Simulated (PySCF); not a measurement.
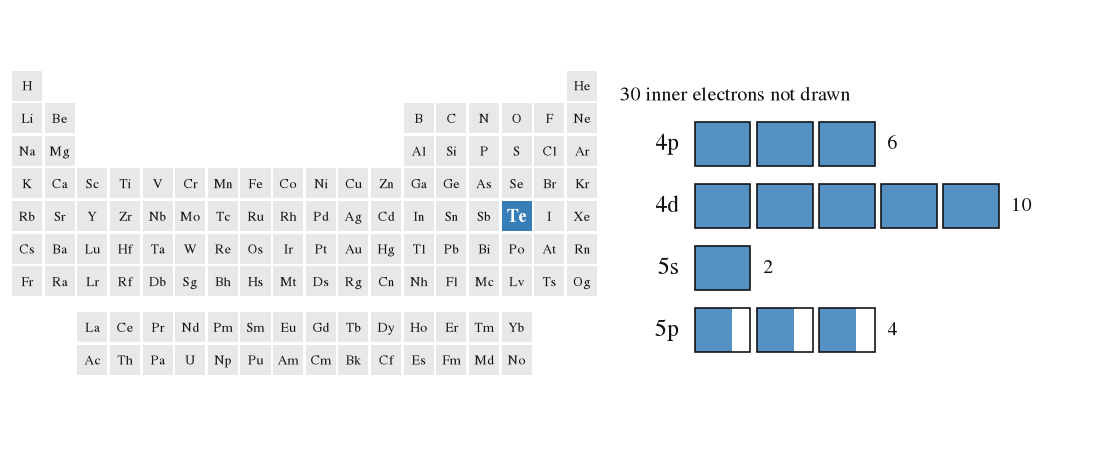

Left, the place of tellurium in the periodic table; right, the outer shells of the nominal configuration: a box for each of the 2l + 1 orbitals, shaded by the share of the shell that is filled, with the electron count at the right.

**Te: atomic calculation**

- system: Te, configuration 1s2 2s2 2p6 3s2 3p6 3d10 4s2 4p6 4d10 5s2 5p4, multiplicity 3.
- method: unrestricted MN15, x2c-SVPall, spin-free X2C-1e, Gaussian nucleus (PySCF)

### The input
```python
from pyscf import gto, scf, dft, mp, cc
import basis_set_exchange as bse
mol = gto.M(atom="Te 0 0 0", charge=0, spin=2, symmetry="D2h",
            basis=gto.basis.parse(bse.get_basis("x2c-SVPall", elements=["Te"], fmt="nwchem", header=False)),
            nucmod="G")
mf = dft.UKS(mol, xc="MN15").sfx2c1e()
mf.irrep_nelec = {'Ag': (9, 9), 'B1g': (2, 2), 'B2g': (2, 2), 'B3g': (2, 2), 'B1u': (4, 3), 'B2u': (4, 4), 'B3u': (4, 3)}
mf.kernel()
```

The script is an equivalent of what the driver set up; the driver started from orbitals of its own, so the log can be shorter than this script's would be, and it computed the properties (radii, ⟨L²⟩, response) afterwards. It also set what the script leaves out: ang = 14. It held the occupations shell by shell, which the script's counts by irreducible representation don't always enforce.

The run was one of a batch that the task file lists, launched with:
```bash
OMP_NUM_THREADS=1 python <driver script> TASK.json OUT
```

### Log (extracts)
```
damping factor = 0
level_shift factor = 0
DIIS = <class 'pyscf.scf.diis.CDIIS'>
diis_start_cycle = 1
diis_space = 10
diis_damp = 0
SCF conv_tol = 1e-09
SCF conv_tol_grad = None
number electrons alpha = 27  beta = 25
XC functionals = MN15
    H. S. Yu, X. He, S. L. Li, and D. G. Truhlar.,  Chem. Sci. 7, 5032-5051 (2016)
    H. S. Yu, X. He, S. L. Li, and D. G. Truhlar.,  Chem. Sci. 7, 5032-5051 (2016)
cycle= 1 E= -6797.41312224219  delta_E= -0.00975  |g|= 0.0133  |ddm|= 0.283
cycle= 2 E= -6797.4132467781  delta_E= -0.000125  |g|= 0.00627  |ddm|= 0.0516
cycle= 3 E= -6797.41326690388  delta_E= -2.01e-05  |g|= 0.000539  |ddm|= 0.0164
cycle= 4 E= -6797.41326711787  delta_E= -2.14e-07  |g|= 7.9e-05  |ddm|= 0.00101
cycle= 5 E= -6797.41326712451  delta_E= -6.64e-09  |g|= 2e-06  |ddm|= 0.000208
cycle= 6 E= -6797.41326712451  delta_E= -2.73e-12  |g|= 1.1e-07  |ddm|= 1.07e-05
converged SCF energy = -6797.41326712451  <S^2> = 2.002231  2S+1 = 3.001487
```

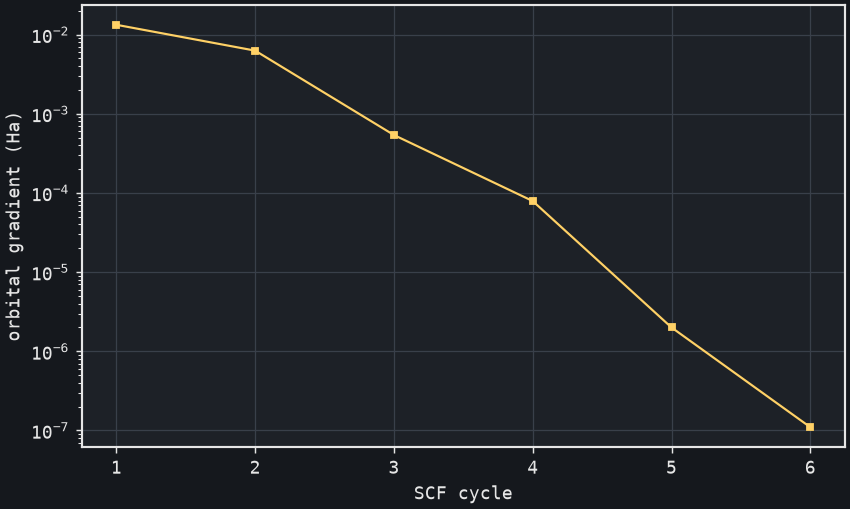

Convergence: orbital gradient against the SCF cycle. The residual falls at every step. It goes from 0.013 to 1.1×10⁻⁷ in 6 steps.

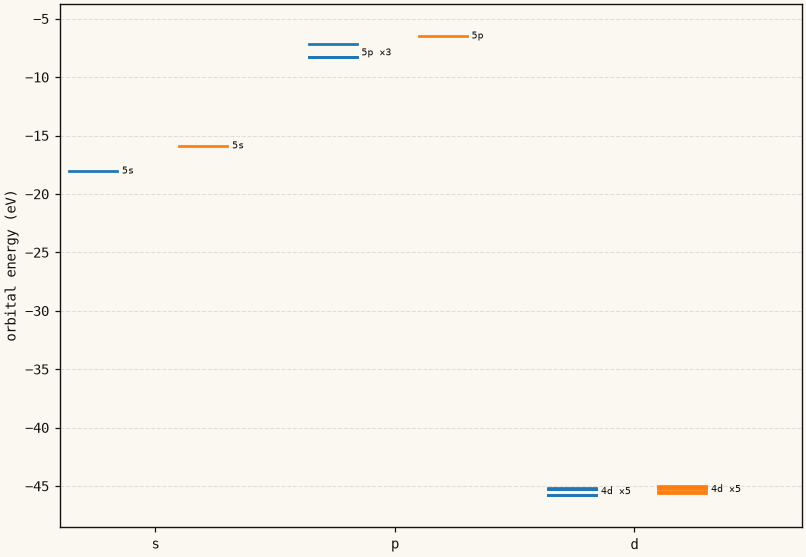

Orbital energies of the mean field, from the top down to −45.8 eV, by angular momentum, α spin at the left of each column and β at the right; ×n counts the orbitals under one label. The highest filled orbital is 5p β at −6.47 eV, the lowest empty one p β at −3.04 eV.

### Outcome

- outcome: converged
- total energy: −6797.4133 hartree
- ⟨S²⟩: 2.002
- ⟨L²⟩: 2.01
- SCF iterations: 6
- hardware: 1 thread of Arm Neoverse V1, 23 GiB of memory available, shared host

### What is odd here

This input holds a deliberate oddity: angular grid far too coarse. The program ran to the end. Its numbers are those of this setting; this run alone doesn't show how far the oddity moves them.
